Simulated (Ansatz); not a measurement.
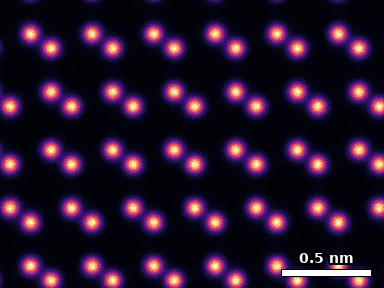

HAADF-like image of Ge (Fd-3m, No. 227) along [110]. The image is simulated as a sum over atoms of Z^1.6, blurred by a 0.75 Å probe (no channelling). The probe carries 15 % of its weight in a tail 2.5 times as wide. Shot noise was added.

One planar defect was built into the perfect crystal by geometry alone, without relaxation. Host structure: the input geometry of an electronic-structure calculation (not necessarily at equilibrium).

### Where does the periodic pattern break, and how?

A planar fault (a stacking fault) runs horizontally about 7 Å below the top edge. The part above it is shifted along the boundary by 1/3 of the 3.53 Å repeat of the rows (1.2 Å to the right, the same as 2.4 Å to the left); both parts keep the same orientation.
